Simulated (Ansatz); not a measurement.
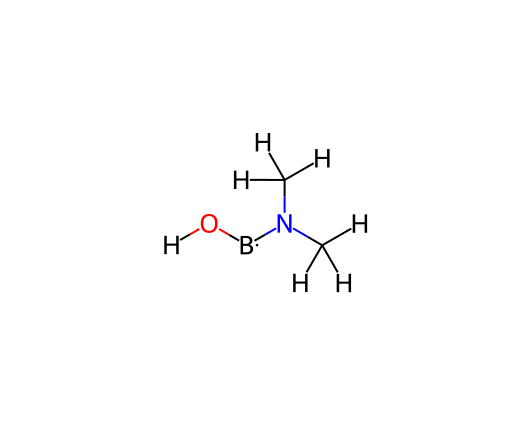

A structural formula. Charge 0, doublet.

**Give its SMILES.**

CN(C)[B]O

**Give the formula, hydrogens included.**

C2H7BNO.

**An optimisation with PBE0-D4/def2-TZVP gave a structure of which point group?**

Cs. Other conformers may differ.

The parts below concern this one geometry. Atoms keep their numbers from picture to picture. The geometry was computed by an optimisation with PBE0-D4/def2-TZVP.

### Geometry

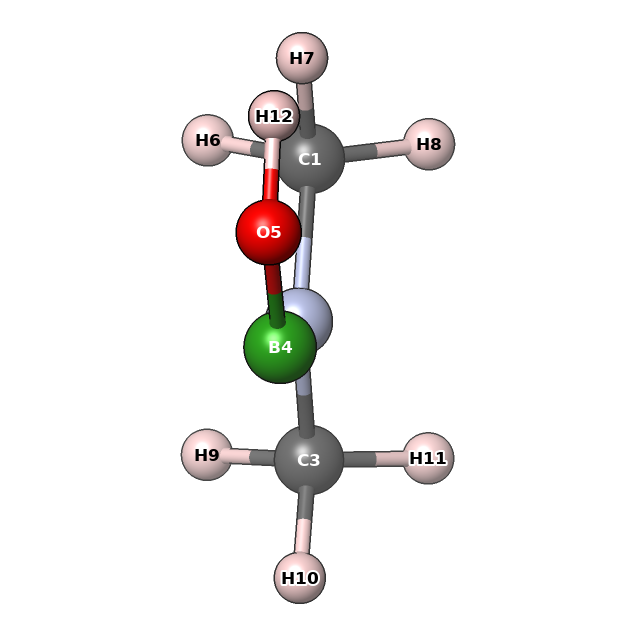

N2 lies behind B4. The molecule seen nearly along the B4–N2 bond, B4 in front. Atoms fade into the background with distance from the viewer.

**What is the torsion angle O5–B4–N2–C1? The sign is positive where the front bond must turn clockwise to cover the back bond.**

0°, synperiplanar (eclipsed).

### Vibrations

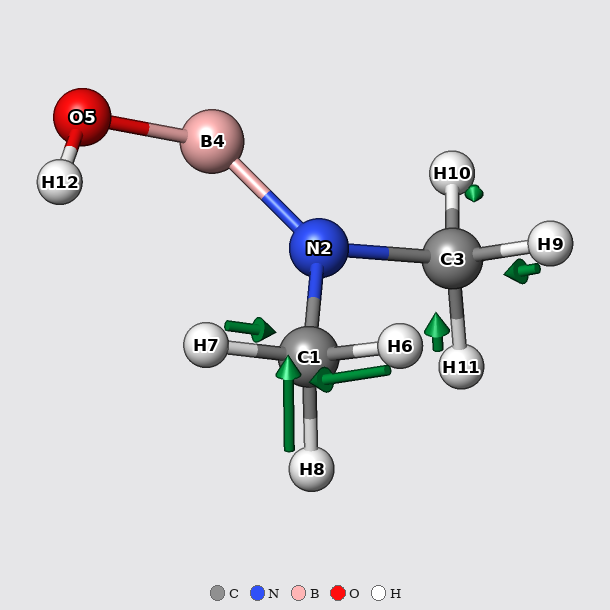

The arrows show one normal mode. Harmonic vibrations computed with UKS PBE0-D4/def2-TZVP (Ansatz 0.2.0) at a stationary point of the same level.

**Describe the motion.**

Mostly in-phase stretching of 3 C–H bonds.

**Estimate its harmonic wavenumber.**

3015 cm⁻¹; it is mode 25 of 30 counted from the lowest.

### Levels of theory compared

Program: Ansatz 0.2.0.

Tabulate HOMO energy (eV) at these levels: CAM-B3LYP-D4/def2-TZVPP; HSE06 (plane-wave form)-D4/def2-TZVPP; PBE-D4/def2-TZVPP; PBE0-D4/def2-QZVPP; PBE0-D4/def2-SVP; PBE0-D4/def2-TZVPP; r2SCAN-D4/def2-TZVPP; r2SCAN0-D4/def2-TZVPP; r2SCANh-D4/def2-TZVPP; revPBE-D4/def2-TZVPP; ωB97M-V/def2-QZVPP; ωB97M-V/def2-TZVPP.

| level | HOMO energy (eV) |
| --- | --- |
| CAM-B3LYP-D4/def2-TZVPP | −6.68 |
| HSE06 (plane-wave form)-D4/def2-TZVPP | −4.99 |
| PBE-D4/def2-TZVPP | −4.16 |
| PBE0-D4/def2-QZVPP | −5.41 |
| PBE0-D4/def2-SVP | −5.20 |
| PBE0-D4/def2-TZVPP | −5.39 |
| r2SCAN-D4/def2-TZVPP | −4.52 |
| r2SCAN0-D4/def2-TZVPP | −5.67 |
| r2SCANh-D4/def2-TZVPP | −4.97 |
| revPBE-D4/def2-TZVPP | −4.14 |
| ωB97M-V/def2-QZVPP | −7.25 |
| ωB97M-V/def2-TZVPP | −7.23 |

### Charges

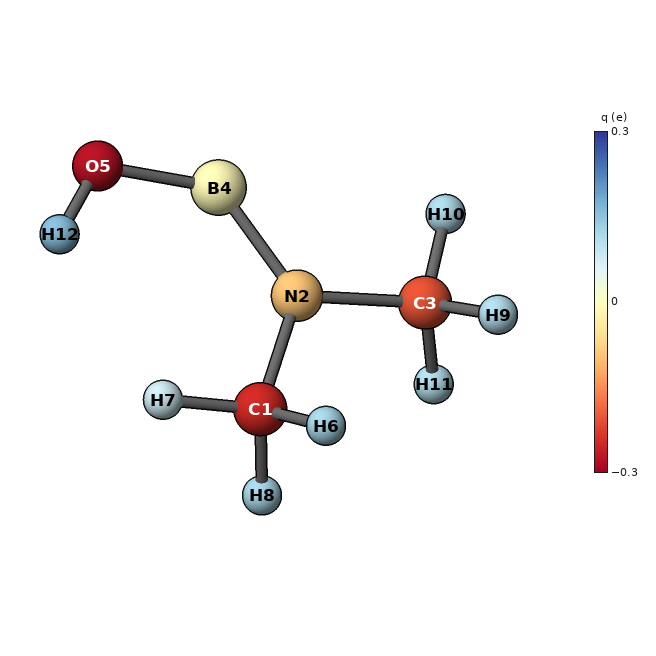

Atoms are coloured by their Mulliken charges. Properties computed with UKS ωB97M-V/def2-TZVPP (Ansatz 0.2.0).

List the Mulliken charges.

```tsv
atom	value (e)
C1	−0.24
N2	−0.09
C3	−0.20
B4	−0.01
O5	−0.27
H6	0.12
H7	0.08
H8	0.12
H9	0.11
H10	0.11
H11	0.11
H12	0.16
```

Mulliken values depend strongly on the basis set and can even reverse the polarity of a bond.
